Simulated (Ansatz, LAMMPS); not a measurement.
# Molecular dynamics of liquid aqueous KCl at 333 K (171 atoms)

Wanted: a short trajectory of liquid aqueous KCl at 333 K (171 atoms) with its pair distributions.

Method: Kohn-Sham DFT, PBE, PAW (set soft_2), plane waves, in Ansatz 0.2.0.

**1. Starting point**

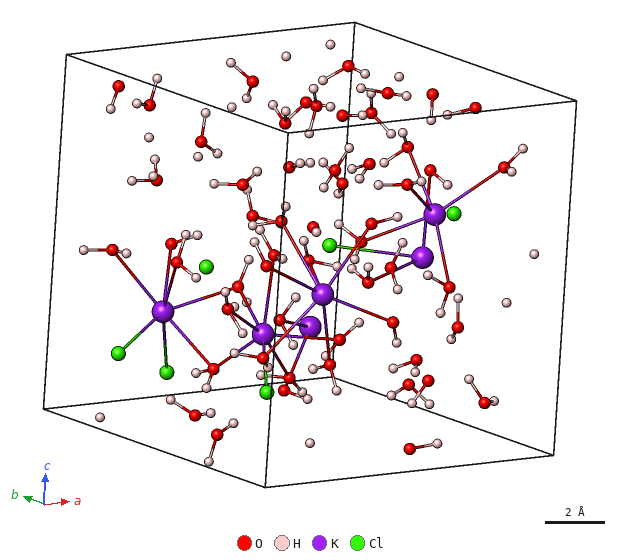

The cell as given, slightly off an axis (oxygen red, hydrogen pink, potassium purple, chlorine green). Bonds to atoms that aren't drawn are left out. Some periodic images of atoms are drawn too.

The cell holds 171 atoms: 53 O, 106 H, 6 K and 6 Cl. Cell: a = 12.480 Å, b = 12.480 Å, c = 12.480 Å, α = 90.0°, β = 90.0°, γ = 90.0°. 53 H2O, 6 K+, 6 Cl- placed at random, at 1.2 g/cm³; overlaps pushed apart, then 10 ps at 433 K with Joung-Cheatham ions (J. Phys. Chem. B 112, 9020 (2008)); SPC/E water (Berendsen, Grigera and Straatsma, J. Phys. Chem. 91, 6269 (1987)). Snapshot after 20 ps at 333 K and fixed volume.

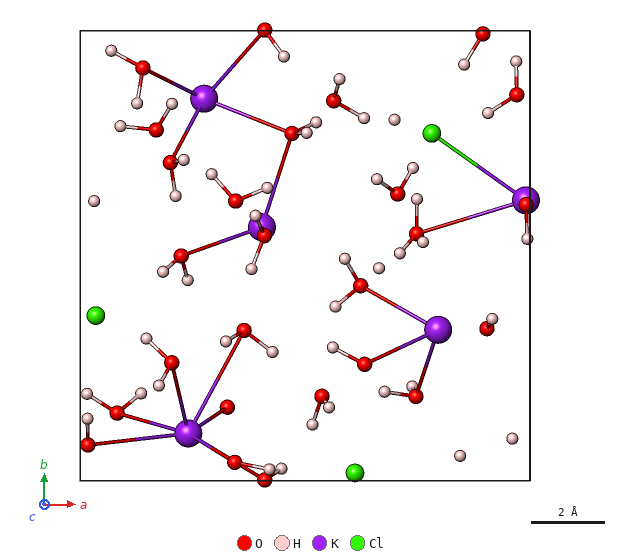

A slice 6 Å thick through the middle of the cell. Bonds to atoms that aren't drawn are left out.

Limits known from the start: The network of contacts between molecules at the start is that of the classical potential that made the cell, and needn't be the one that DFT or experiment would give. The functional has no dispersion term, which matters for the binding between molecules or layers. The density was typed from a rule of thumb and may lie off the real one at this temperature. Sampling is at Γ alone, for a cell whose shortest periodic width is 12 Å.

**2. Single point at the start**

The forces at the start show how far the geometry lies from a minimum of this functional.

Input file input.yaml:

```yaml
crystal:
  lattice:
    - [12.48006, 0.0, 0.0]
    - [0.0, 12.48006, 0.0]
    - [0.0, 0.0, 12.48006]
  atoms:
    - { symbol: O, position: [0.20382, 0.26188, 0.67494] }
    - { symbol: H, position: [0.17526, 0.21121, 0.73005] }
    - { symbol: H, position: [0.1474, 0.31563, 0.65628] }
    - { symbol: O, position: [0.6636, 0.21156, 0.00194] }
    [... 161 atom lines left out ...]
    - { symbol: Cl, position: [0.61104, 0.01696, 0.71324] }
    - { symbol: Cl, position: [0.05742, 0.75785, 0.20518] }
    - { symbol: Cl, position: [0.28484, 0.37958, 0.15891] }
    - { symbol: Cl, position: [0.03511, 0.36675, 0.53768] }
    - { symbol: Cl, position: [0.38638, 0.95435, 0.0787] }
    - { symbol: Cl, position: [0.78195, 0.77173, 0.44115] }
kpoints:
  mp_grid: { grid: [1, 1, 1] }
hamiltonian:
  xc: pbe
scf:
  occupations: { method: fixed }
output:
  forces: true
```

The run is started by

```bash
> ansatz run input.yaml --threads 4 --pin off --max-ram 8192MiB --backend cpu --events-out ev --progress --plain --runs-dir out
```

The job ended after 14 s (4 threads of Arm Neoverse V2, shared host; peak memory 2.4 GiB; 56 s of CPU time).

The run gave:

| Property | Result |
| --- | --- |
| free energy | -47501.5897 eV |
| free energy per atom | -277.7871 eV/atom |
| SCF cycles | 9 |
| r.m.s. force component | 0.5375 eV/Å |
| longest force | 1.481 eV/Å |
| Fermi energy | -1.304 eV |

The r.m.s. force component of 0.54 eV/Å sets the starting point.

Length of the force by element:

| element | coordination | atoms | mean length of the force (eV/Å) | spread | least | most |
| --- | --- | --- | --- | --- | --- | --- |
| Cl | all | 6 | 0.549 | 0.184 | 0.306 | 0.812 |
| H | all | 106 | 1.03 | 0.241 | 0.485 | 1.48 |
| K | all | 6 | 0.488 | 0.281 | 0.161 | 0.904 |
| O | all | 53 | 0.665 | 0.232 | 0.283 | 1.25 |

**3. Dynamics at 333 K**

Without a thermostat the total energy must stay constant, which tests forces and time step. The time step is 0.5 fs, short enough for the stretching of bonds to hydrogen.

Edit input.yaml of step 2 so:

```diff
@@ -15 +15,8 @@
   forces: true
+md:
+  timestep: 0.5
+  n_steps: 208
+  ensemble: nve
+  temperature: 333
+  initial_velocities: maxwell_boltzmann
+  seed: 3547
```

Run time: 34 min. Hardware: 4 threads; peak memory 2.3 GiB; 2.2 h of CPU time.

The program notes that it switched symmetry off.

Rows from the run:

| time (fs) | T (K) | potential (meV/atom) | conserved (meV/atom) |
| --- | --- | --- | --- |
| 0.0 | 333 | 0.0 | 0.00 |
| 7.0 | 321 | 1.7 | 0.10 |
| 14.0 | 388 | -7.1 | -0.04 |
| 21.0 | 367 | -4.3 | 0.08 |
| 27.5 | 379 | -5.8 | 0.04 |
| 34.5 | 389 | -7.2 | 0.04 |
| 41.5 | 395 | -7.9 | 0.04 |
| 48.5 | 381 | -6.1 | 0.03 |
| 55.5 | 371 | -4.9 | 0.04 |
| 62.5 | 372 | -5.0 | 0.03 |
| 69.5 | 365 | -4.0 | 0.05 |
| 76.5 | 372 | -5.0 | 0.05 |
| 83.0 | 370 | -4.7 | 0.06 |
| 90.0 | 388 | -7.1 | -0.01 |
| 97.0 | 367 | -4.3 | 0.09 |
| 104.0 | 392 | -7.7 | -0.02 |

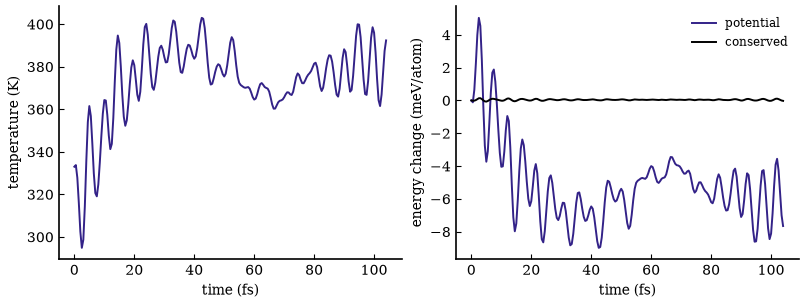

Temperature and energies against time.

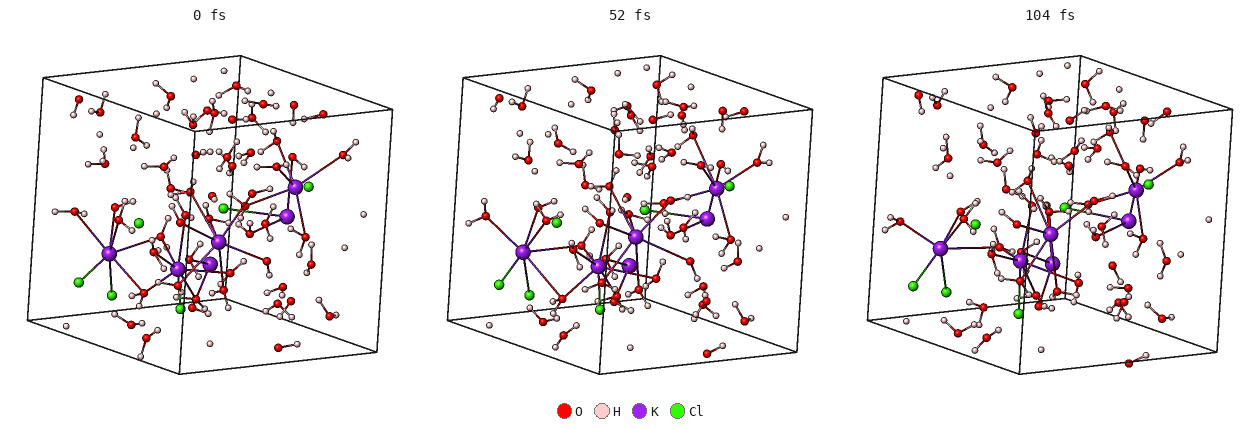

3 frames of the run. Bonds to atoms that aren't drawn are left out.

Mean square displacement from the first frame to the last: O 0.35 Å², H 0.52 Å², K 0.15 Å², Cl 0.15 Å².

Table of mean square displacement by time lag:

| time lag (fs) | Cl (Å²) | H (Å²) | K (Å²) | O (Å²) |
| --- | --- | --- | --- | --- |
| 10 | 0.00237 | 0.0565 | 0.00230 | 0.00588 |
| 20 | 0.00894 | 0.152 | 0.00894 | 0.0222 |
| 30 | 0.0192 | 0.236 | 0.0197 | 0.0475 |
| 40 | 0.0326 | 0.267 | 0.0342 | 0.0795 |
| 50 | 0.0489 | 0.286 | 0.0521 | 0.116 |

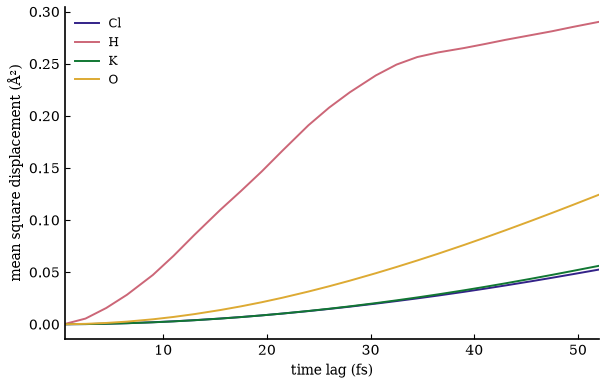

Mean square displacement against time lag.

Over the second half of 104 fs the temperature averages 375 K with swings of 10 K r.m.s. The conserved energy stays within 0.14 meV/atom. From first frame to last H has the largest mean square displacement, 0.52 Å² at the end; the farthest move is 1.85 Å. The run spans 0.10 ps, too short for its means to be equilibrium values.

**4. Local order late in the run**

The g(r) is a mean over the second half; what follows it is taken at the last frame.

Bonds before and after, by the cutoffs listed below:

| pair | bonds before | bonds after | mean before (Å) | mean after (Å) | spread before (Å) | spread after (Å) |
| --- | --- | --- | --- | --- | --- | --- |
| H-O | 106 | 106 | 1.000 | 0.989 | 0.000 | 0.025 |
| Cl-K | 8 | 8 | 3.254 | 3.250 | 0.152 | 0.155 |

Density 1.20 g/cm³, 11.37 Å³ an atom.

Mean of 15 frames. Pair distribution functions g(r), in bins of 0.2 Å:

```csv
r (Å),total,H-H,H-O,H-Cl,H-K,O-O,O-Cl
0.90,4.05,0.00,10.55,0.00,0.00,0.00,0.00
1.10,1.71,0.00,4.45,0.00,0.00,0.00,0.00
1.30,0.00,0.00,0.00,0.00,0.00,0.00,0.00
1.50,0.88,2.17,0.11,0.00,0.00,0.00,0.00
1.70,0.64,0.83,0.82,0.00,0.00,0.00,0.00
1.90,0.54,0.33,1.00,0.58,0.00,0.00,0.00
2.10,0.59,0.87,0.41,2.20,0.00,0.00,0.00
2.30,0.63,1.14,0.28,1.83,0.00,0.00,0.00
2.50,0.63,1.09,0.30,1.06,0.00,0.35,0.00
2.70,0.76,0.87,0.42,0.65,0.26,1.90,0.00
2.90,0.94,0.82,0.86,0.36,0.85,1.78,0.84
3.10,1.23,1.02,1.37,0.24,1.86,1.30,2.47
3.30,1.31,1.03,1.60,0.43,1.88,1.11,2.02
3.50,1.22,1.02,1.42,1.29,1.70,1.12,1.07
3.70,1.15,1.15,1.21,1.25,1.29,1.13,0.95
3.90,1.10,1.16,1.08,0.96,1.12,1.29,0.58
4.10,1.04,1.08,0.99,1.02,1.04,1.23,0.59
4.30,0.95,0.98,0.89,1.09,0.64,0.96,1.09
4.50,0.95,0.96,0.96,0.94,0.69,0.91,1.21
4.70,0.95,0.99,0.93,0.87,0.95,0.91,1.02
4.90,0.93,0.97,0.89,0.99,0.95,0.81,0.96
5.10,0.95,0.98,0.93,1.05,1.23,0.71,1.01
5.30,0.97,0.90,1.00,1.06,1.08,0.95,1.29
5.50,0.99,0.98,1.00,0.97,0.99,0.92,1.25
5.70,1.01,1.02,0.98,1.19,1.16,0.91,1.29
5.90,1.04,1.07,1.00,1.16,0.87,1.08,0.84
6.10,1.03,1.00,1.02,1.21,0.99,1.02,1.12
```

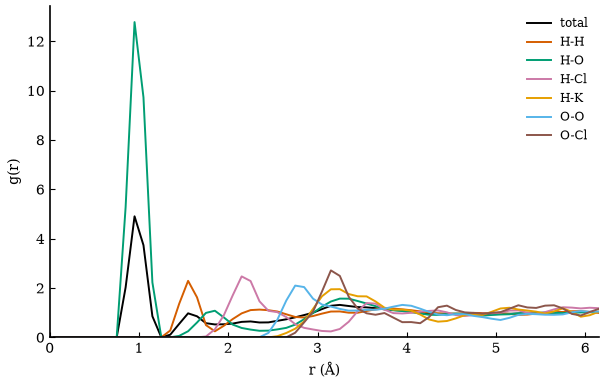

Pair distribution functions, lightly smoothed.

Bonds by pair of elements; cutoffs follow the first minimum of g(r), held within bounds set by covalent radii, and pairs that aren't listed don't count as bonded:

```csv
pair A-B,cutoff (Å),bonds,mean length (Å),spread (Å),shortest (Å),B about A,A about B
H-O,1.21,106,0.989,0.025,0.937,1,2
O-K,3.58,32,3.02,0.307,2.48,0.604,5.33
Cl-K,3.68,8,3.25,0.155,3.01,1.33,1.33
```

The cutoff for O-K falls short of the minimum of g(r), so counts run low and odd coordinations can be artefacts.

How many atoms have how many bonded neighbours:

```
element  mean  0    1   2   3  4  5  6  7  8
     Cl  1.33  1    3   1   1  0  0  0  0  0
      H     1  0  106   0   0  0  0  0  0  0
      K  6.67  0    0   0   0  0  1  2  1  2
      O  2.60  0    0  27  21  4  1  0  0  0
```

Bond angles, per cent of each kind in bins of 5°:

| angle (°) | O-K-O | H-O-K | H-O-H | Cl-K-O |
| --- | --- | --- | --- | --- |
| 40–45 | 0.0 | 1.6 | 0.0 | 0.0 |
| 45–50 | 0.0 | 0.0 | 0.0 | 0.0 |
| 50–55 | 3.9 | 0.0 | 0.0 | 2.8 |
| 55–60 | 5.2 | 0.0 | 0.0 | 2.8 |
| 60–65 | 5.2 | 3.1 | 0.0 | 2.8 |
| 65–70 | 7.8 | 0.0 | 0.0 | 2.8 |
| 70–75 | 3.9 | 3.1 | 0.0 | 2.8 |
| 75–80 | 10.4 | 6.2 | 0.0 | 13.9 |
| 80–85 | 5.2 | 4.7 | 0.0 | 5.6 |
| 85–90 | 9.1 | 7.8 | 0.0 | 5.6 |
| 90–95 | 1.3 | 6.2 | 0.0 | 5.6 |
| 95–100 | 6.5 | 4.7 | 5.7 | 8.3 |
| 100–105 | 5.2 | 6.2 | 18.9 | 8.3 |
| 105–110 | 5.2 | 9.4 | 43.4 | 0.0 |
| 110–115 | 2.6 | 9.4 | 22.6 | 8.3 |
| 115–120 | 1.3 | 7.8 | 7.5 | 0.0 |
| 120–125 | 2.6 | 6.2 | 1.9 | 2.8 |
| 125–130 | 7.8 | 3.1 | 0.0 | 2.8 |
| 130–135 | 2.6 | 4.7 | 0.0 | 2.8 |
| 135–140 | 0.0 | 6.2 | 0.0 | 5.6 |
| 140–145 | 3.9 | 6.2 | 0.0 | 2.8 |
| 145–150 | 3.9 | 1.6 | 0.0 | 0.0 |
| 150–155 | 0.0 | 0.0 | 0.0 | 5.6 |
| 155–160 | 3.9 | 0.0 | 0.0 | 2.8 |
| 160–165 | 1.3 | 0.0 | 0.0 | 0.0 |
| 165–170 | 0.0 | 0.0 | 0.0 | 0.0 |
| 170–175 | 1.3 | 1.6 | 0.0 | 2.8 |
| 175–180 | 0.0 | 0.0 | 0.0 | 2.8 |

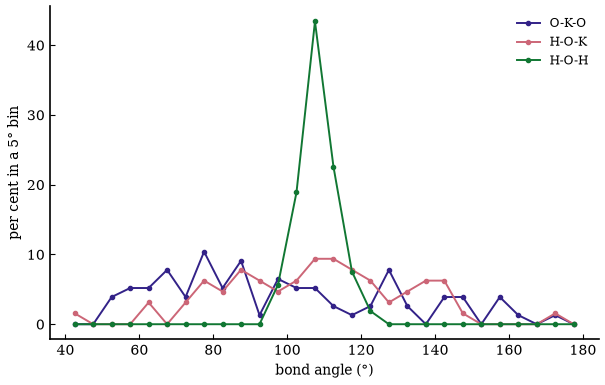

Distributions of the most common bond angles.

Bond angles (no mean is given where the spread exceeds 20°):

| angle | count | mean (°) | spread (°) |
| --- | --- | --- | --- |
| O-K-O | 77 | - | - |
| H-O-K | 64 | - | - |
| H-O-H | 53 | 108 | 4.8 |
| Cl-K-O | 36 | - | - |
| K-O-K | 7 | 99.1 | 10.5 |

Hydrogen bonds between water molecules (O–O under 3.5 Å, H–O···O angle under 30°):

```
hydrogen bonds to other water  molecules
                            0          0
                            1          9
                            2         17
                            3         15
                            4         10
                            5          2
```

First shells of the ions:

```
ion  count                 shell  mean number
  K      6  water O within 3.6 A          5.5
```

Bond length by coordination (bonds to H left out):

```
element  coordination  atoms  mean bond length (Å)
     Cl             1      3                  3.30
     Cl             2      1                  3.24
     Cl             3      1                  3.21
      K             5      1                  3.02
      K             6      2                  2.93
      K             7      1                  3.24
      K             8      2                  3.10
      O             3     21                  2.98
      O             4      4                  3.02
      O             5      1                  3.21
```

The 53 water molecules hold 2.6 hydrogen bonds each to other water on average, with a mean O–O distance of 2.89 Å. Ion shells in this frame: K 5.5 (water O within 3.6 Å).

[end of part 1 of 2]

[Logs are printed without paths, hosts, clocks, repeated set-up lines and the standing remarks that a program may print on its own settings, such as how far it seeks lower states.]

[Hosts, paths, dates, database ids (printed as entryN), source tags and the programs' standing remarks are cut or masked in the printed files.]
